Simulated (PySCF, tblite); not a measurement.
# GaBr₃: changes of charge, electronic excitations

What do calculations give for the changes of charge, electronic excitations of GaBr₃ (`[Br][Ga]([Br])[Br]`)?

Computed with tblite 0.8.0 and PySCF 2.14.0 and routines of our own; the level stands in each step. Atoms count from 0.

## 1. The starting structure

4 atoms, charge 0, multiplicity 1; geometry from: start built from the parent or by distance geometry.

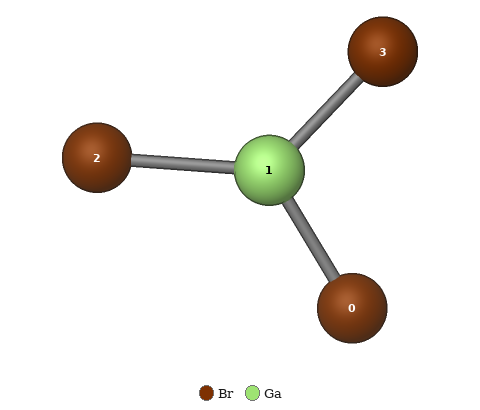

The starting geometry (bromine brown, gallium green); sticks join atoms by distance alone.

## 2. Relaxing the molecule with GFN2-xTB

Job settings and geometry (Å):

```
{"job": {"kind": "relax", "xc": "GFN2-xTB", "basis": "xTB"}, "charge": 0, "multiplicity": 1}
Br    -1.158000     2.058000    -0.049300
Ga     0.091500    -0.034200     0.121900
Br     2.692600    -0.193900    -0.050200
Br    -1.605700    -1.820300    -0.068100
```

Run with:

```bash
$ OMP_NUM_THREADS=1 python redox_run.py task.json out
```

This one command runs all jobs of the session in turn.

The program printed:

```text
step      E/eV     max force
  0    -370.32404    1.718
  1    -370.39906    1.667
  2    -370.83776    0.688
  3    -370.84674    0.839
  4    -370.88369    0.298
  5    -370.88826    0.301
  6    -370.91423    0.418
  7    -370.93156    0.438
  8    -370.95229    0.279
  9    -370.95631    0.192
 10    -370.95758    0.087
 11    -370.95789    0.048
 12    -370.95797    0.049
 13    -370.95817    0.062
 14    -370.95843    0.069
 15    -370.95873    0.053
 16    -370.95885    0.021
 17    -370.95887    0.006
```

Wall time 0.09 s (1 thread of Arm Neoverse V1, shared host).

Step by step:

| step | energy from step 0 (eV) | largest force (eV/Å) |
| --- | --- | --- |
| 0 | 0.0000 | 1.7183 |
| 1 | -0.0750 | 1.6667 |
| 2 | -0.5137 | 0.6878 |
| 3 | -0.5227 | 0.8386 |
| 4 | -0.5596 | 0.2983 |
| 5 | -0.5642 | 0.3011 |
| 6 | -0.5902 | 0.4184 |
| 7 | -0.6075 | 0.4377 |
| 8 | -0.6282 | 0.2789 |
| 9 | -0.6323 | 0.1923 |
| 10 | -0.6335 | 0.0874 |
| 11 | -0.6338 | 0.0481 |
| 12 | -0.6339 | 0.0494 |
| 13 | -0.6341 | 0.0616 |
| 14 | -0.6344 | 0.0694 |
| 15 | -0.6347 | 0.0530 |
| 16 | -0.6348 | 0.0210 |
| 17 | -0.6348 | 0.0057 |

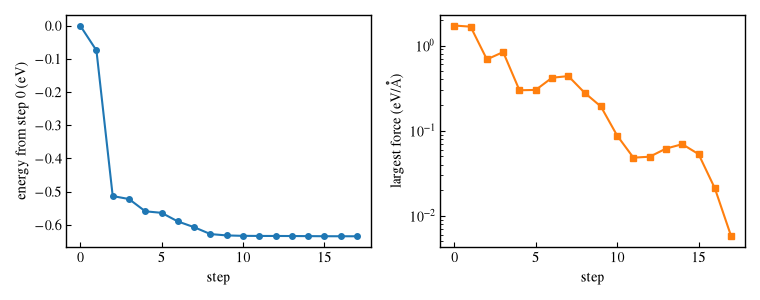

Energy and largest force along the relaxation.

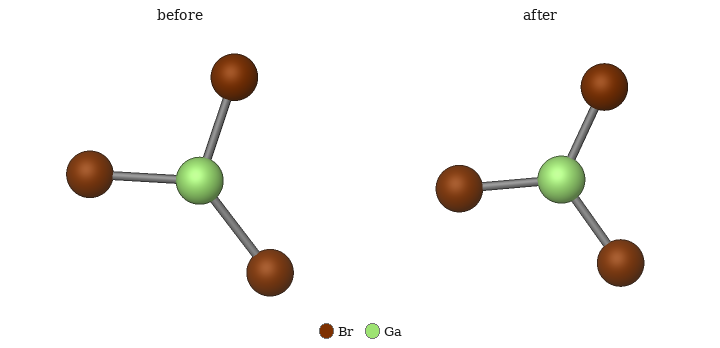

Before and after, at one scale.

Close pairs (by a distance rule), those that changed most:

| bond | before (Å) | after (Å) | change (Å) |
| --- | --- | --- | --- |
| Ga1–Br2 | 2.612 | 2.293 | -0.318 |
| Ga1–Br3 | 2.471 | 2.294 | -0.177 |
| Br0–Ga1 | 2.443 | 2.294 | -0.149 |

The end geometry stands in the next job.

## 3. Vibrational analysis with GFN2-xTB

Job settings and geometry (Å):

```
{"job": {"kind": "ir", "xc": "GFN2-xTB", "basis": "xTB"}, "charge": 0, "multiplicity": 1}
Br    -0.947207     2.087779    -0.007959
Ga     0.004534     0.000885    -0.009883
Br     2.288208    -0.210862    -0.003526
Br    -1.325067    -1.868257    -0.024340
```

The program printed:

```text
mode    cm-1     km/mol
  1      68.3     13.05
  2      68.5     13.03
  3      88.9     20.94
  4     195.2      0.00
  5     320.3     26.15
  6     320.5     26.16
ZPE 6.350  H(298)-E 26.003  G(298)-E -81.077 kJ/mol  S 359.15 J/(mol K)
```

It took 0.13 s on 1 thread of Arm Neoverse V1, shared host.

The strongest bands and the atoms that carry them (share of the mass-weighted mode):

| cm⁻¹ | km/mol | atoms |
| --- | --- | --- |
| 68 | 13.1 | Br3 40 %, Br2 25 %, Br0 20 %, Ga1 14 % |
| 68 | 13.0 | Br0 37 %, Br2 32 %, Br3 17 %, Ga1 14 % |
| 89 | 20.9 | Ga1 77 % |
| 320 | 26.1 | Ga1 64 %, Br0 24 % |
| 320 | 26.2 | Ga1 64 %, Br3 21 %, Br2 15 % |

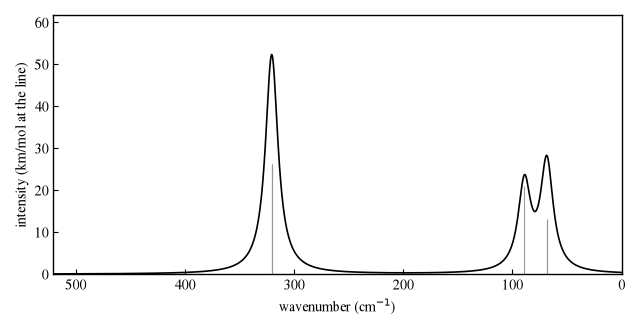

The infrared spectrum from these modes, unscaled. Lines are broadened to a width of 14 cm⁻¹ (Lorentzian).

## 4. Geometry optimisation at PBE0-D3(BJ)/ma-def2-SVP

Job settings and geometry (Å):

```
{"job": {"xc": "PBE0", "basis": "ma-def2-SVP", "d3": "d3bj", "grid": 1, "kind": "geom"}, "charge": 0, "multiplicity": 1}
Br    -0.947207     2.087779    -0.007959
Ga     0.004534     0.000885    -0.009883
Br     2.288208    -0.210862    -0.003526
Br    -1.325067    -1.868257    -0.024340
```

The program printed:

```text
step   0  E = -9645.18125470  max force = 0.007463
step   1  E = -9645.18083319  max force = 0.003356
step   2  E = -9645.18138489  max force = 0.003203
step   3  E = -9645.18177031  max force = 0.002996
step   4  E = -9645.18184238  max force = 0.001365
step   5  E = -9645.18182965  max force = 0.000424
step   6  E = -9645.18182766  max force = 0.000478
step   7  E = -9645.18183135  max force = 0.000469
step   8  E = -9645.18183105  max force = 0.000470
optimisation converged
```

It took 2 min on 1 thread of Arm Neoverse V1, shared host.

Along the way: (the energy doesn't fall at every step)

| step | energy from step 0 (eV) | largest force component (eV/Å) |
| --- | --- | --- |
| 0 | 0.0000 | 0.3838 |
| 1 | 0.0115 | 0.1726 |
| 2 | -0.0035 | 0.1647 |
| 3 | -0.0140 | 0.1541 |
| 4 | -0.0160 | 0.0702 |
| 5 | -0.0156 | 0.0218 |
| 6 | -0.0156 | 0.0246 |
| 7 | -0.0157 | 0.0241 |
| 8 | -0.0157 | 0.0242 |

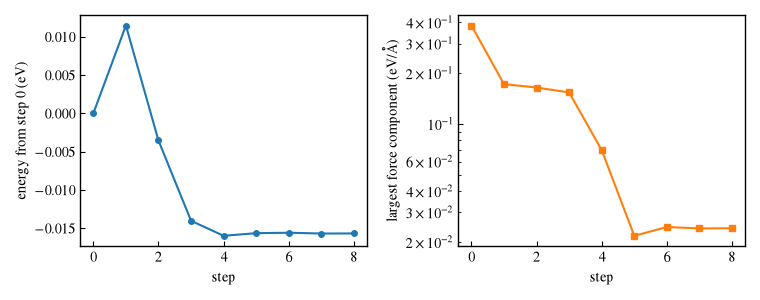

Energy and force, step by step.

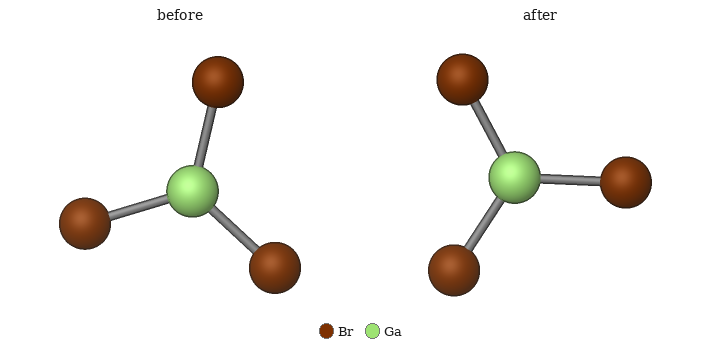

Before and after, at one scale.

Close pairs (by a distance rule), those that changed most:

| bond | before (Å) | after (Å) | change (Å) |
| --- | --- | --- | --- |
| Ga1–Br2 | 2.293 | 2.266 | -0.027 |
| Br0–Ga1 | 2.294 | 2.267 | -0.027 |
| Ga1–Br3 | 2.294 | 2.269 | -0.025 |

The final coordinates are the input of the step that follows.

| at the end point | value |
| --- | --- |
| point group (found at 0.08 Å tolerance) | D3h |
| rotational constants (GHz, main isotopes) | 0.840, 0.821, 0.415 |
| dipole moment (D) | 0.04 |

## 5. Single point (GaBr₃): wB97X-D3(BJ)/ma-def2-TZVP

Geometry: PBE0-D3(BJ)/ma-def2-SVP.

Job settings and geometry (Å):

```
{"job": {"kind": "sp", "xc": "wB97X", "basis": "ma-def2-TZVP", "d3": "d3bj", "grid": 2}, "charge": 0, "multiplicity": 1}
Br     0.191689    -2.253071     0.011026
Ga     0.011934     0.006644    -0.010011
Br    -2.051377     0.943891    -0.005425
Br     1.867621     1.312032    -0.041416
```

The program printed:

```text
coarse grid: 29416 points
cycle   1  E = -9647.1049214095  dE = -3.264e+00  |g| = 8.928e-01  |ddm| = 2.163e+00
cycle   2  E = -9647.1074725213  dE = -2.551e-03  |g| = 9.929e-01  |ddm| = 1.097e+00
cycle   3  E = -9647.2091821266  dE = -1.017e-01  |g| = 9.090e-02  |ddm| = 5.303e-01
cycle   4  E = -9647.2098370978  dE = -6.550e-04  |g| = 1.404e-02  |ddm| = 5.353e-02
cycle   5  E = -9647.2099151698  dE = -7.807e-05  |g| = 3.690e-03  |ddm| = 2.220e-02
cycle   6  E = -9647.2099222570  dE = -7.087e-06  |g| = 9.018e-04  |ddm| = 8.369e-03
final grid: 52512 points
cycle   7  E = -9647.2099304519  dE = -3.423e-07  |g| = 5.962e-04  |ddm| = 1.895e-03
cycle   8  E = -9647.2099305070  dE = -5.508e-08  |g| = 5.286e-04  |ddm| = 1.015e-03
cycle   9  E = -9647.2099305728  dE = -6.580e-08  |g| = 1.261e-04  |ddm| = 4.129e-04
cycle  10  E = -9647.2099305751  dE = -2.243e-09  |g| = 3.153e-05  |ddm| = 8.333e-05
converged SCF energy = -9647.2099305751
```

It took 21 s on 1 thread of Arm Neoverse V1, shared host; peak memory 0.77 GiB.

The fields below are evaluated on a grid from the run's orbitals.

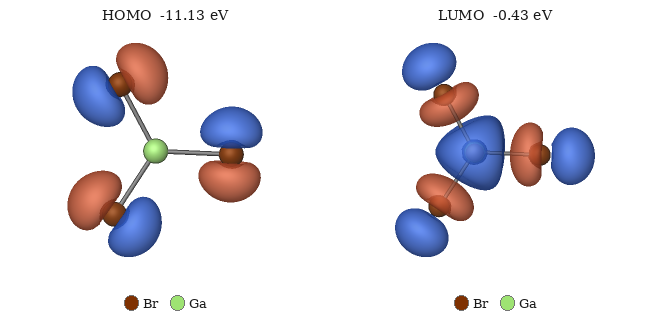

wB97X/ma-def2-TZVP orbitals near the gap, drawn at the value that encloses 70 % of each; the two colours are the two signs.

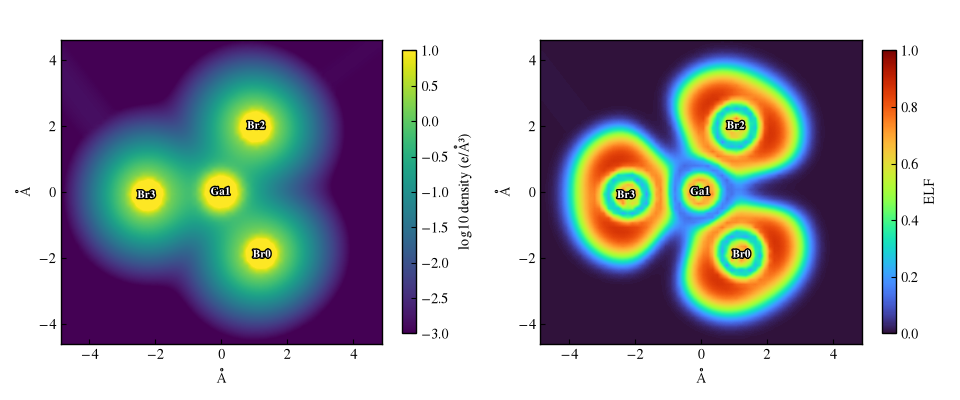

Density (left) and ELF (right) in a plane through or near 4 of the atoms.

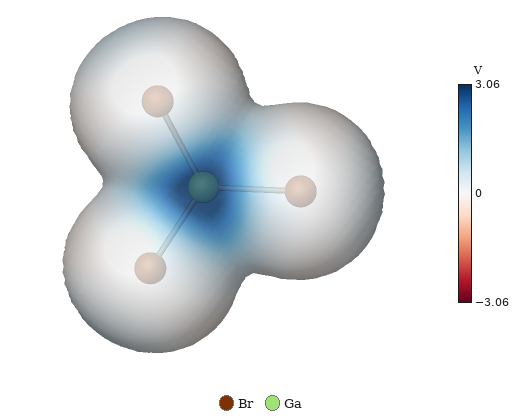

The potential that a unit positive charge feels on the 0.002 e/bohr³ surface, from -0.17 V near Br2 to 3.06 V near Ga1.

## 6. Single point (GaBr3+ (doublet)): wB97X-D3(BJ)/ma-def2-TZVP

Geometry: PBE0-D3(BJ)/ma-def2-SVP, that of another charge or spin state.

Job settings and geometry (Å):

```
{"job": {"kind": "sp", "xc": "wB97X", "basis": "ma-def2-TZVP", "d3": "d3bj", "grid": 2}, "charge": 1, "multiplicity": 2}
Br     0.191689    -2.253071     0.011026
Ga     0.011934     0.006644    -0.010011
Br    -2.051377     0.943891    -0.005425
Br     1.867621     1.312032    -0.041416
```

The program printed:

```text
final grid: 52512 points
cycle   1  E = -9646.7966216910  dE = -5.175e-09  |g| = 3.312e-05  |ddm| = 1.149e-04
converged SCF energy = -9646.7966216910
```

It took 3 min on 1 thread of Arm Neoverse V1, shared host; peak memory 0.82 GiB.

## 7. Relaxing the molecule with GFN2-xTB

This step treats GaBr₃+ (doublet), labelled `[Br][Ga]([Br])[Br+]` (the label fixes atoms and charge, not where charge and spin sit).

Job settings and geometry (Å):

```
{"job": {"kind": "relax", "xc": "GFN2-xTB", "basis": "xTB"}, "charge": 1, "multiplicity": 2}
Br     0.207900    -2.259200     0.005700
Ga     0.001200     0.015300    -0.033000
Br    -2.033900     0.936300    -0.002200
Br     1.865100     1.326700    -0.062000
```

The program printed:

```text
step      E/eV     max force
  0    -355.32850    1.269
  1    -355.36618    0.951
  2    -355.44159    0.275
  3    -355.44936    0.152
  4    -355.45066    0.133
  5    -355.45127    0.095
  6    -355.45176    0.032
  7    -355.45185    0.014
  8    -355.45186    0.012
  9    -355.45187    0.012
 10    -355.45189    0.012
 11    -355.45192    0.013
 12    -355.45195    0.011
 13    -355.45197    0.006
```

It took 0.09 s on 1 thread of Arm Neoverse V1, shared host.

Relaxation path:

| step | energy from step 0 (eV) | largest force (eV/Å) |
| --- | --- | --- |
| 0 | 0.0000 | 1.2691 |
| 1 | -0.0377 | 0.9509 |
| 2 | -0.1131 | 0.2753 |
| 3 | -0.1209 | 0.1520 |
| 4 | -0.1222 | 0.1333 |
| 5 | -0.1228 | 0.0947 |
| 6 | -0.1233 | 0.0319 |
| 7 | -0.1233 | 0.0136 |
| 8 | -0.1234 | 0.0122 |
| 9 | -0.1234 | 0.0122 |
| 10 | -0.1234 | 0.0117 |
| 11 | -0.1234 | 0.0130 |
| 12 | -0.1234 | 0.0106 |
| 13 | -0.1235 | 0.0057 |

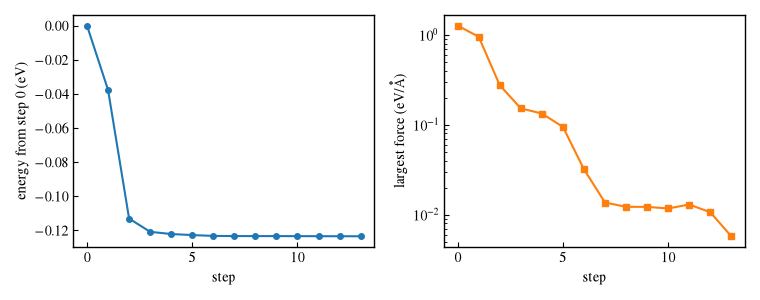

Energy and force, step by step.

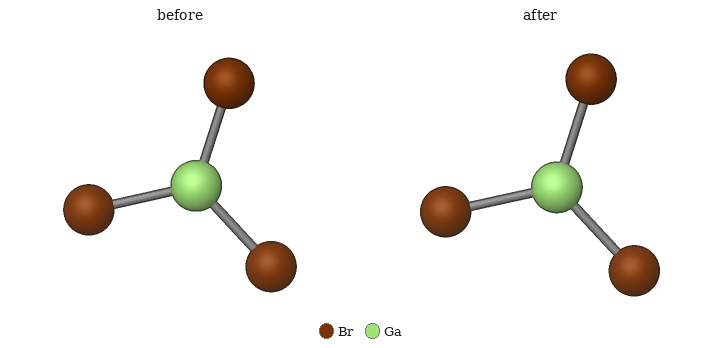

Before and after, at one scale.

Distances of close pairs at the start and the end, largest changes first:

| bond | before (Å) | after (Å) | change (Å) |
| --- | --- | --- | --- |
| Ga1–Br2 | 2.234 | 2.358 | +0.124 |
| Ga1–Br3 | 2.279 | 2.357 | +0.078 |
| Br0–Ga1 | 2.284 | 2.358 | +0.074 |

The next job starts from the end point, and lists it.

(Part 1 of 3 ends here.)
